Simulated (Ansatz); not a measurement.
## BiP: relaxing a made-up structure

Starting from a made-up structure for BiP, the aim is the relaxed cell, its shortest contacts and, where a second run follows, its electronic structure.

Method: DFT, PBE, plane-wave PAW, files of the set soft_1, scalar-relativistic, no spin, cell and ions relaxed at zero pressure; PAW set soft_1, in the first sound run; inputs show where later runs differ, in Ansatz 0.2.0.

## Step 1: Starting point

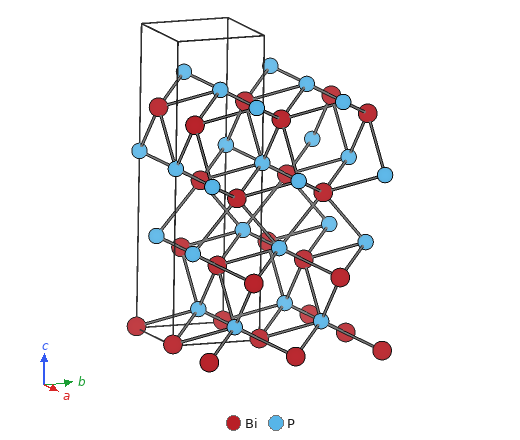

The cell as given, slightly off an axis (bismuth red, phosphorus blue). 2×2×1 cells are drawn. This picture shows the conventional cell, with its axes. Some periodic images of atoms are drawn too.

## Step 2: Relaxing cell and atoms

The guessed cell has no reason to be at equilibrium. It is relaxed with the atoms, within the space group of the guess.

File input.yaml:

```yaml
crystal:
  lattice:
    - [-1.894, 1.894, 6.277]
    - [1.894, -1.894, 6.277]
    - [1.894, 1.894, -6.277]
  atoms:
    - { symbol: Bi, position: [0.0047, 0.5047, 0.5] }
    - { symbol: Bi, position: [0.2547, 0.2547, 0.0] }
    - { symbol: P, position: [0.5816, 0.0816, 0.5] }
    - { symbol: P, position: [0.8316, 0.8316, 0.0] }
kpoints:
  mp_grid: { grid: [10, 10, 10] }
scf:
  occupations: { method: fermi_dirac, width: 0.05 }
hamiltonian:
  xc: pbe
  pseudopotentials: { kind: paw, azcp: { folder: soft_1 } }
relax:
  f_tol: 0.015
  max_steps: 70
  cell: {}
output:
  forces: true
  stress: true
```

The run is started by

```sh
ansatz run input.yaml --threads 4 --pin off --max-ram 8192MiB --backend cpu --events-out ev --progress --plain --runs-dir out
```

Numbers of over 12 decimals in the logs are rounded to 6 here.

The log of the run:

```text
basis.fft_grid_basis auto: the FFT boxes are laid along the combinations [[1, 0, 1], [0, 1, 1], [0, 0, 1]] of the cell's own vectors, 3.788, 3.788 and 6.825 Å long. The dense box has 27×27×48 points. Along the cell's own vectors, as sized, it would have 48×48×48, 3.16 times as many. Of the 8 symmetry operations that the crystal satisfies within crystal.symmetry.tolerance (time reversal apart; of a slab, those that ke [...]
Engine: ansatz 0.2.0, x86_64-unknown-linux-gnu
Pseudopotentials: kind: paw
Pseudopotential: Bi, paw, valence charge 15, recommended cutoff 420 eV (normal), soft_1/Bi.paw.azcp
Pseudopotential: P, paw, valence charge 5, recommended cutoff 420 eV (normal), soft_1/P.paw.azcp
Functional definition: PBE
  parameter kappa = 0.804
  parameter beta = 0.066725
  exchange = pbe_x(kappa = kappa, mu = beta*pi^2/3)
  correlation = pbe_c(beta = beta)
Crystal: 4 atoms, lattice volume = 90.068 Å³
Basis set: ecut = 420 eV, 1777 PW (Γ), FFT grids on a1+a3, a2+a3, a3, exchange–correlation on 54×54×96 points (8 copies of the dense FFT grid, shifted against one another)
Bands: 24, of which v1, the nominal top of the filled ones, is band 20 counted from 1 (19 counted from 0)
Symmetry: 8 space group operations
Space group: I41md (ITA 109), of the structure as read, at distance tolerance 4.5e-5 Å
k-points: 102 of 1000 (time reversal used)
Non-local potential: Bi, projectors of the file, l = 0: 2, l = 1: 2, l = 2: 2, l = 3: 1
Non-local potential: P, projectors of the file, l = 0: 2, l = 1: 2, l = 2: 1
PAW form: soft (Blöchl's): semilocal exchange-correlation on the pseudo side does not see the compensation charge
PAW one-centre angular grid: Bi, 590 points (default); XC on 64 Gauss nodes
PAW one-centre angular grid: P, 110 points (default); XC on 64 Gauss nodes
Initial density: superposition of atomic densities (chi_scale 0.1, normalization cell, long waves kept (reshape's long-wave potential 0.00 eV rms))
Initial wavefunctions: pseudopotential atomic-orbital guess
Functional: x = pbe(κ = 0.804, μ = 0.219515), c = pbe(β = 0.066725)
SCF iter   1: F=—  HF=-26308.744031 eV  |F-HF|=—  |Δ(HF+E_count)|=         —  Δρ=3.14e-2  dr2=2.01e0  ethr=3.10e-3  ⟨swp⟩=7.9  Hψ=13217  notcnv=0
preconditioner: auto → Kerker (q_TF=auto, 2.383 Å⁻¹)  [metal: Δε(μ)=0.024 eV  Ē_g=16.287 eV  σ=0.050 eV  W_gap=0.12  n_scr=24 (ndim 8)  ℏωp=24.7 eV  f_vac=0.000  D(μ)=2.24/eV (n_scr^D=12)]
SCF iter   2: F=—  HF=-26308.340182 eV  |F-HF|=—  |Δ(HF+E_count)|=   4.04e-1  Δρ=1.56e-2  dr2=4.53e-1  ethr=3.10e-3  ⟨swp⟩=2.0  Hψ=3636  notcnv=0
SCF iter   3: F=—  HF=-26308.241309 eV  |F-HF|=—  |Δ(HF+E_count)|=   9.89e-2  Δρ=3.72e-3  dr2=1.28e-2  ethr=1.13e-3  ⟨swp⟩=2.4  Hψ=3534  notcnv=0
SCF iter   4: F=—  HF=-26308.241601 eV  |F-HF|=—  |Δ(HF+E_count)|=   2.93e-4  Δρ=6.67e-4  dr2=6.26e-4  ethr=3.20e-5  ⟨swp⟩=2.0  Hψ=3629  notcnv=0
SCF iter   5: F=—  HF=-26308.241750 eV  |F-HF|=—  |Δ(HF+E_count)|=   1.48e-4  Δρ=2.42e-4  dr2=7.72e-5  ethr=1.56e-6  ⟨swp⟩=3.0  Hψ=4825  notcnv=0
SCF iter   6: F=—  HF=-26308.241758 eV  |F-HF|=—  |Δ(HF+E_count)|=   8.68e-6  Δρ=7.65e-5  dr2=6.16e-6  ethr=1.93e-7  ⟨swp⟩=2.0  Hψ=4472  notcnv=0
SCF iter   7: F=—  HF=-26308.241760 eV  |F-HF|=—  |Δ(HF+E_count)|=   1.57e-6  Δρ=1.11e-5  dr2=1.49e-7  ethr=1.54e-8  ⟨swp⟩=2.0  Hψ=3495  notcnv=0
SCF iter   8: F=-26308.241760 eV  HF=-26308.241760 eV  |F-HF|=1.35e-9  |Δ(HF+E_count)|=   1.99e-8  Δρ=3.01e-6  dr2=1.20e-8  ethr=2.50e-10  ⟨swp⟩=5.0  Hψ=8455  notcnv=0
SCF 1 converged in 8 iterations: F = -26308.241760 eV  dr2 = 1.20e-8
  greatest PAW one-centre occupation: 0.989 electrons in one spin orbital (limit 2), on the Bi atom at site 1 (counted from 0), in its partial waves of l = 2
relax step   1: F+E_penalty+E_count = -26308.24175996 eV  Δ(F+E_penalty+E_count) = +0.000e0 eV  max|allowed force component| = 1.690e-1 eV/Å  Δτ_max = 0.0000 Å  P = +8.963 GPa  Ω = 90.068 Å³  (8 SCF iters, dr2 threshold 1.00e-7 eV, accepted)
Crystal: 4 atoms, lattice volume = 99.953 Å³
Basis set: ecut = 420 eV, 1947 PW (Γ), FFT grids on a1+a3, a2+a3, a3, exchange–correlation on 54×54×96 points (8 copies of the dense FFT grid, shifted against one another)
Initial density: handed on by an earlier stage of this run
Initial wavefunctions: those handed on with the density
iter 1 solved again at ethr=4.12e-5 eV; its pass at ethr=3.10e-3 eV (dr2=1.65e-2 eV) is discarded
SCF iter   1: F=—  HF=-26308.548154 eV  |F-HF|=—  |Δ(HF+E_count)|=         —  Δρ=2.95e-3  dr2=1.70e-2  ethr=4.12e-5  ⟨swp⟩=2.1  Hψ=18214  notcnv=0
preconditioner: auto → Kerker (q_TF=auto, 2.342 Å⁻¹)  [metal: Δε(μ)=0.009 eV  Ē_g=16.268 eV  σ=0.050 eV  W_gap=0.04  n_scr=24 (ndim 8)  ℏωp=23.5 eV  f_vac=0.000  D(μ)=2.97/eV (n_scr^D=24)]
SCF iter   2: F=—  HF=-26308.545609 eV  |F-HF|=—  |Δ(HF+E_count)|=   2.55e-3  Δρ=1.51e-3  dr2=3.55e-3  ethr=4.12e-5  ⟨swp⟩=1.7  Hψ=2659  notcnv=0
SCF iter   3: F=—  HF=-26308.545627 eV  |F-HF|=—  |Δ(HF+E_count)|=   1.81e-5  Δρ=5.62e-4  dr2=4.59e-4  ethr=8.87e-6  ⟨swp⟩=1.7  Hψ=2674  notcnv=0
SCF iter   4: F=—  HF=-26308.545726 eV  |F-HF|=—  |Δ(HF+E_count)|=   9.90e-5  Δρ=1.03e-4  dr2=1.73e-5  ethr=1.15e-6  ⟨swp⟩=2.4  Hψ=3254  notcnv=0
SCF iter   5: F=—  HF=-26308.545726 eV  |F-HF|=—  |Δ(HF+E_count)|=   1.53e-7  Δρ=3.40e-5  dr2=1.77e-6  ethr=4.32e-8  ⟨swp⟩=2.9  Hψ=4769  notcnv=0
SCF iter   6: F=-26308.545726 eV  HF=-26308.545726 eV  |F-HF|=3.76e-8  |Δ(HF+E_count)|=   5.07e-7  Δρ=1.09e-5  dr2=2.00e-7  ethr=1.00e-9  ⟨swp⟩=5.0  Hψ=8631  notcnv=0
SCF 2 converged in 6 iterations: F = -26308.545726 eV  dr2 = 2.00e-7
  greatest PAW one-centre occupation: 0.989 electrons in one spin orbital (limit 2), on the Bi atom at site 0 (counted from 0), in its partial waves of l = 2
relax step   2: F+E_penalty+E_count = -26308.54572628 eV  Δ(F+E_penalty+E_count) = -3.040e-1 eV  max|allowed force component| = 1.125e-1 eV/Å  Δτ_max = 0.0223 Å  P = +0.495 GPa  Ω = 99.953 Å³  energy of the carried Pulay correction = -8.552e-4 eV  (6 SCF iters, dr2 threshold 4.00e-7 eV, accepted)
Crystal: 4 atoms, lattice volume = 101.049 Å³
Basis set: ecut = 420 eV, 1979 PW (Γ), FFT grids on a1+a3, a2+a3, a3, exchange–correlation on 54×54×96 points (8 copies of the dense FFT grid, shifted against one another)
iter 1 solved again at ethr=8.74e-6 eV; its pass at ethr=3.10e-3 eV (dr2=3.50e-3 eV) is discarded
SCF iter   1: F=—  HF=-26308.612624 eV  |F-HF|=—  |Δ(HF+E_count)|=         —  Δρ=1.94e-3  dr2=3.54e-3  ethr=8.74e-6  ⟨swp⟩=2.2  Hψ=18185  notcnv=0
preconditioner: auto → Kerker (q_TF=auto, 2.338 Å⁻¹)  [metal: Δε(μ)=0.016 eV  Ē_g=16.239 eV  σ=0.050 eV  W_gap=0.08  n_scr=24 (ndim 8)  ℏωp=23.4 eV  f_vac=0.000  D(μ)=3.07/eV (n_scr^D=24)]
SCF iter   2: F=—  HF=-26308.612697 eV  |F-HF|=—  |Δ(HF+E_count)|=   7.26e-5  Δρ=1.23e-3  dr2=1.65e-3  ethr=8.74e-6  ⟨swp⟩=1.0  Hψ=2451  notcnv=0
SCF iter   3: F=—  HF=-26308.612818 eV  |F-HF|=—  |Δ(HF+E_count)|=   1.21e-4  Δρ=2.19e-4  dr2=7.39e-5  ethr=4.13e-6  ⟨swp⟩=2.6  Hψ=4024  notcnv=0
SCF iter   4: F=—  HF=-26308.612846 eV  |F-HF|=—  |Δ(HF+E_count)|=   2.83e-5  Δρ=5.26e-5  dr2=3.08e-6  ethr=1.85e-7  ⟨swp⟩=2.1  Hψ=3605  notcnv=0
SCF iter   5: F=-26308.612848 eV  HF=-26308.612848 eV  |F-HF|=8.93e-8  |Δ(HF+E_count)|=   1.80e-6  Δρ=1.25e-5  dr2=1.73e-7  ethr=1.00e-9  ⟨swp⟩=5.0  Hψ=9706  notcnv=0
SCF 3 converged in 5 iterations: F = -26308.612848 eV  dr2 = 1.73e-7
  greatest PAW one-centre occupation: 0.988 electrons in one spin orbital (limit 2), on the Bi atom at site 0 (counted from 0), in its partial waves of l = 2
relax step   3: F+E_penalty+E_count = -26308.61284777 eV  Δ(F+E_penalty+E_count) = -6.712e-2 eV  max|allowed force component| = 1.014e-1 eV/Å  Δτ_max = 0.0395 Å  P = -0.034 GPa  Ω = 101.049 Å³  energy of the carried Pulay correction = -9.445e-4 eV  (5 SCF iters, dr2 threshold 4.00e-7 eV, accepted)
[... from here on, the SCF cycles and remarks between the steps are left out ...]
relax step   4: F+E_penalty+E_count = -26308.62464186 eV  Δ(F+E_penalty+E_count) = -1.179e-2 eV  max|allowed force component| = 1.558e-1 eV/Å  Δτ_max = 0.0058 Å  P = +0.070 GPa  Ω = 100.943 Å³  energy of the carried Pulay correction = -9.359e-4 eV  (5 SCF iters, dr2 threshold 4.00e-7 eV, accepted)
relax step   5: F+E_penalty+E_count = -26308.63904778 eV  Δ(F+E_penalty+E_count) = -1.441e-2 eV  max|allowed force component| = 9.497e-2 eV/Å  Δτ_max = 0.0170 Å  P = -0.265 GPa  Ω = 101.703 Å³  energy of the carried Pulay correction = -9.974e-4 eV  (5 SCF iters, dr2 threshold 4.00e-7 eV, accepted)
relax step   6: F+E_penalty+E_count = -26308.64410279 eV  Δ(F+E_penalty+E_count) = -5.055e-3 eV  max|allowed force component| = 1.636e-3 eV/Å  Δτ_max = 0.0174 Å  P = +0.039 GPa  Ω = 101.555 Å³  energy of the carried Pulay correction = -9.855e-4 eV  (5 SCF iters, dr2 threshold 4.00e-7 eV, accepted)
relax step   7: F+E_penalty+E_count = -26308.64414860 eV  Δ(F+E_penalty+E_count) = -4.581e-5 eV  max|allowed force component| = 3.117e-4 eV/Å  Δτ_max = 0.0007 Å  P = +0.003 GPa  Ω = 101.647 Å³  energy of the carried Pulay correction = -9.929e-4 eV  (4 SCF iters, dr2 threshold 1.90e-8 eV, accepted)
relax step   8: F+E_penalty+E_count = -26308.64931795 eV  Δ(F+E_penalty+E_count) = -5.169e-3 eV  max|allowed force component| = 3.606e-4 eV/Å  Δτ_max = 0.0000 Å  P = +0.084 GPa  Ω = 101.647 Å³  stress off target by 2.23e-1 GPa  SCF on the basis re-selected at this cell (its energy is not comparable with the rows above)  (6 SCF iters)
relax step   9: F+E_penalty+E_count = -26308.64969639 eV  Δ(F+E_penalty+E_count) = -3.784e-4 eV  max|allowed force component| = 5.592e-4 eV/Å  Δτ_max = 0.0009 Å  P = +0.014 GPa  Ω = 101.855 Å³  energy of the carried Pulay correction = -1.523e-5 eV  (4 SCF iters, dr2 threshold 1.24e-7 eV, accepted)
relax step  10: F+E_penalty+E_count = -26308.64971919 eV  Δ(F+E_penalty+E_count) = -2.280e-5 eV  max|allowed force component| = 7.538e-5 eV/Å  Δτ_max = 0.0004 Å  P = +0.005 GPa  Ω = 101.907 Å³  energy of the carried Pulay correction = -1.905e-5 eV  (5 SCF iters, dr2 threshold 6.46e-9 eV, accepted)
iter 1 solved again at ethr=1.79e-7 eV; its pass at ethr=3.10e-3 eV (dr2=7.16e-5 eV) is discarded
SCF iter   1: F=—  HF=-26308.649724 eV  |F-HF|=—  |Δ(HF+E_count)|=         —  Δρ=3.17e-5  dr2=2.47e-8  ethr=1.79e-7  ⟨swp⟩=4.9  Hψ=21762  notcnv=0
eigensolver tolerance schedule: the retry pair's looser diagonalisation over-reported the residual by 2894.42 of it (diagonalisation noise at 0.20 of the residual, at the tolerance the schedule requests for it); recorded, not acted on — ethr = c·dr2/N_el stays at c = 1.0e-1
preconditioner: auto → Kerker (q_TF=auto, 2.335 Å⁻¹)  [metal: Δε(μ)=0.013 eV  Ē_g=16.274 eV  σ=0.050 eV  W_gap=0.07  n_scr=20 (ndim 8)  ℏωp=23.3 eV  f_vac=0.000  D(μ)=2.57/eV (n_scr^D=20)]
SCF iter   2: F=—  HF=-26308.649736 eV  |F-HF|=—  |Δ(HF+E_count)|=   1.19e-5  Δρ=1.61e-5  dr2=6.86e-9  ethr=6.18e-11  ⟨swp⟩=3.2  Hψ=4681  notcnv=0
SCF iter   3: F=—  HF=-26308.649739 eV  |F-HF|=—  |Δ(HF+E_count)|=   3.27e-6  Δρ=4.29e-7  dr2=2.16e-10  ethr=1.72e-11  ⟨swp⟩=2.4  Hψ=3228  notcnv=0
SCF iter   4: F=—  HF=-26308.649739 eV  |F-HF|=—  |Δ(HF+E_count)|=  1.13e-10  Δρ=2.27e-7  dr2=6.47e-11  ethr=1.00e-12  ⟨swp⟩=5.0  Hψ=9139  notcnv=0
SCF iter   5: F=-26308.649739 eV  HF=-26308.649739 eV  |F-HF|=2.18e-11  |Δ(HF+E_count)|=  1.16e-10  Δρ=7.19e-8  dr2=6.52e-12  ethr=1.00e-12  ⟨swp⟩=5.0  Hψ=8560  notcnv=0
SCF 11 converged in 5 iterations: F = -26308.649739 eV  dr2 = 6.52e-12
relax step  11: F+E_penalty+E_count = -26308.64973942 eV  Δ(F+E_penalty+E_count) = -2.023e-5 eV  max|allowed force component| = 7.703e-5 eV/Å  Δτ_max = 0.0000 Å  P = +0.005 GPa  Ω = 101.907 Å³  stress off target by 5.74e-3 GPa  SCF on the basis re-selected at this cell (its energy is not comparable with the rows above)  (5 SCF iters)
basis re-selected at this cell: Δ(F+E_penalty+E_count) = -2.023e-5 eV, ΔP = -0.000 GPa vs the last step (what re-selecting the basis moved, of the pressure what is left beyond the Pulay correction that the steps carried, after the strain that the cell walked since its last selection, with what the two solves' SCF thresholds leave and, on support functions, any second-order correction that the steps lacked; it is no m [...]
SCF converged after 5 iterations
Free energy (F): -26308.649739 eV
Harris-Foulkes:  -26308.649739 eV  (|F-HF|=2.18e-11)
Internal energy: -26308.628434 eV  (E = F + TS)
E sigma→0 (E₀):  -26308.639087 eV
Entropy (-TS):   -0.021305 eV (-5.326 meV/atom)
Fermi energy:    9.640224 eV
--- Per-component energies (eV) ---
  E_band       = -185.362652
  E_kinetic    = 637.708807
  E_local      = -2793.040651  (includes V_loc(G=0)·N_el)
  E_nonlocal   = 882.595981
  E_hartree    = 1035.106183
  E_xc         = -447.437982
  E_vxc        = -382.018178  (∫ρ·V_xc dr)
  E_paw        = -22440.651656  (= ΣΔE_a)
  E_vpaw       = -600.821381  (= ΣTr[D̂ρ^β])
  E_aug_tail   = 0.000404  (compensation charges beyond the density's cutoff)
  E_ewald      = -3182.909519
  E_smearing   = -0.021305  (= −TS)
  E_closure    = 0.000000  (closes the sum)
  Σ components = -26308.649739   (vs F -26308.649739, Δ=0.00e0)
--- Forces (eV/Å), atoms counted from 1 ---
  atom   1  Bi    -0.00000000     0.00000000     0.00007696
  atom   2  Bi    -0.00000000     0.00000000     0.00007696
  atom   3  P      0.00000000    -0.00000000    -0.00007710
  atom   4  P     -0.00000000     0.00000000    -0.00007710
  max |Σ_I F_I| component: 2.75e-7 eV/Å
--- Stress (GPa, compression-positive) ---
        0.005741       0.000000      -0.000000
        0.000000       0.005741       0.000000
       -0.000000       0.000000       0.003104
  P = ⅓ Tr σ = 0.0049 GPa (0.049 kbar)
--- Relaxed structure (9 steps of the walk, 9 accepted, 2 SCFs on fresh bases) ---
  F+E_penalty+E_count = -26308.64973942 eV   max|allowed force component| = 7.703e-5 eV/Å   (the final SCF, on the basis selected at the relaxed cell)
  cell:  # Å, volume = 101.9072 Å³
    - [-1.873506, 1.873506, 7.258299]
    - [1.873506, -1.873506, 7.258299]
    - [1.873506, 1.873506, -7.258299]
  atoms:
    - { symbol: Bi, position: [0.002225, 0.502225, 0.500000] }
    - { symbol: Bi, position: [0.252225, 0.252225, 0] }
    - { symbol: P, position: [0.584075, 0.084075, 0.500000] }
    - { symbol: P, position: [0.834075, 0.834075, 0] }
```

The job ended after 29 s (4 threads of Intel Xeon Platinum 8488C (Sapphire Rapids), shared host; peak memory 0.57 GiB).

Relaxation path:

| step | energy less that of the first step (eV) | largest force component (eV/Å) | pressure (GPa) | volume (Å³) |
| --- | --- | --- | --- | --- |
| 1 | 0.0000 | 0.1690 | 8.96 | 90.07 |
| 2 | -0.3040 | 0.1125 | 0.50 | 99.95 |
| 3 | -0.3711 | 0.1014 | -0.03 | 101.05 |
| 4 | -0.3829 | 0.1558 | 0.07 | 100.94 |
| 5 | -0.3973 | 0.0950 | -0.27 | 101.70 |
| 6 | -0.4023 | 0.0016 | 0.04 | 101.56 |
| 7 | -0.4024 | 0.0003 | 0.00 | 101.65 |
| 8* | -0.4076 | 0.0004 | 0.08 | 101.65 |
| 9 | -0.4079 | 0.0006 | 0.01 | 101.86 |
| 10 | -0.4080 | 0.0001 | 0.01 | 101.91 |
| 11* | -0.4080 | 0.0001 | 0.00 | 101.91 |

Relaxation steps marked * repeat the geometry before them on a plane-wave basis chosen anew for their cell, so energy and pressure can jump there.

The run keeps the 8 symmetry operations that it works with, so distortions that break them were not tested.

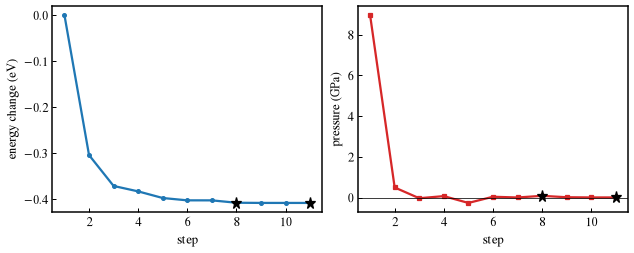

Energy and pressure along the relaxation. Stars mark steps on a basis chosen anew.

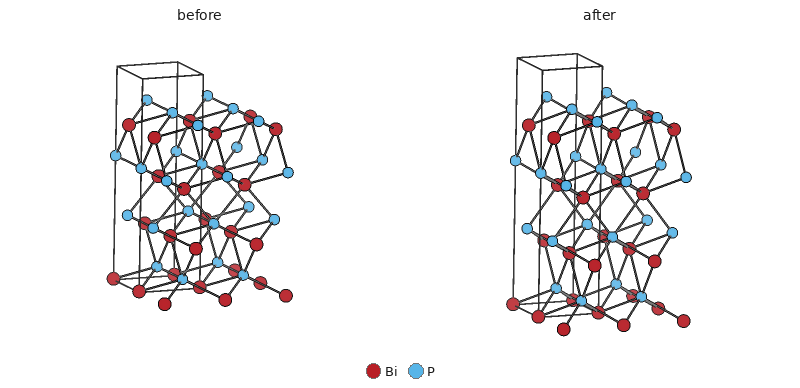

The structure before and after the relaxation, drawn at the same scale.

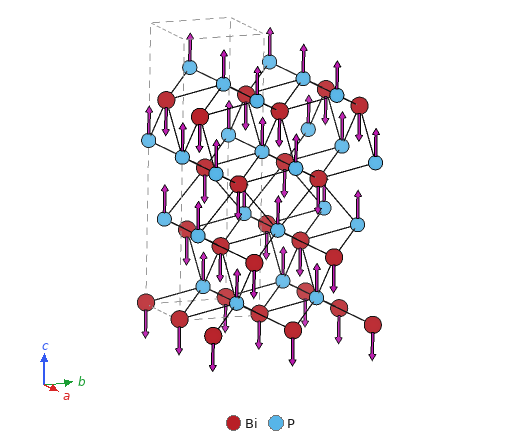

Displacements in the relaxation, exaggerated, measured against the changing cell; the longest in the cell stands for 0.04 Å. 2×2×1 conventional cells are drawn. Some periodic images of atoms are drawn too.

| cell as run | before | after | change |
| --- | --- | --- | --- |
| a (Å) | 6.825 | 7.727 | +13.2 % |
| b (Å) | 6.825 | 7.727 | +13.2 % |
| c (Å) | 6.825 | 7.727 | +13.2 % |
| α (°) | 147.77 | 151.94 | +2.8 % |
| β (°) | 147.77 | 151.94 | +2.8 % |
| γ (°) | 46.22 | 40.11 | -13.2 % |
| volume (Å³/atom) | 22.52 | 25.48 | +13.1 % |

The atoms that moved most (Å, as changes of fractional coordinates times the final cell):

| atom | dx | dy | dz | length |
| --- | --- | --- | --- | --- |
| P4 | 0.000 | 0.000 | 0.036 | 0.036 |
| Bi1 | 0.000 | 0.000 | -0.036 | 0.036 |
| Bi2 | 0.000 | 0.000 | -0.036 | 0.036 |
| P3 | 0.000 | 0.000 | 0.036 | 0.036 |

Final coordinates:

```cif
data_structure
_symmetry_space_group_name_H-M 'P 1'
_symmetry_Int_Tables_number 1
_cell_length_a 7.7268
_cell_length_b 7.7268
_cell_length_c 7.7268
_cell_angle_alpha 151.935
_cell_angle_beta 151.935
_cell_angle_gamma 40.108
_cell_volume 101.91
loop_
_atom_site_label
_atom_site_type_symbol
_atom_site_fract_x
_atom_site_fract_y
_atom_site_fract_z
_atom_site_occupancy
Bi1 Bi 0.00222 0.50222 0.50000 1
Bi2 Bi 0.25222 0.25222 0.00000 1
P3 P 0.58408 0.08408 0.50000 1
P4 P 0.83408 0.83408 0.00000 1
```

Numbers from this step:

```
free energy             : -26308.6497 eV
energy at zero smearing : -26308.6391 eV
smearing term TS        : 0.02131 eV
Fermi energy            : 9.640 eV
electrons               : 40
symmetry operations     : 8
pressure                : 0.004862 GPa
```

Shortest distances by pair of elements, guess and relaxed (not always the same contact):

| pair | guess (Å) | relaxed (Å) |
| --- | --- | --- |
| Bi–P | 2.847 | 2.904 |
| Bi–Bi | 3.666 | 3.747 |
| P–P | 3.666 | 3.747 |

The relaxation ends with a largest force component of 7.7e-5 eV/Å and a pressure of 0.00 GPa.

[end of part 1 of 2]

[Logs are printed without paths, hosts, clocks, repeated set-up lines and the standing remarks that a program may print on its own settings, such as how far it seeks lower states.]

[Hosts, paths, dates, database ids (printed as entryN), source tags and the programs' standing remarks are cut or masked in the printed files.]
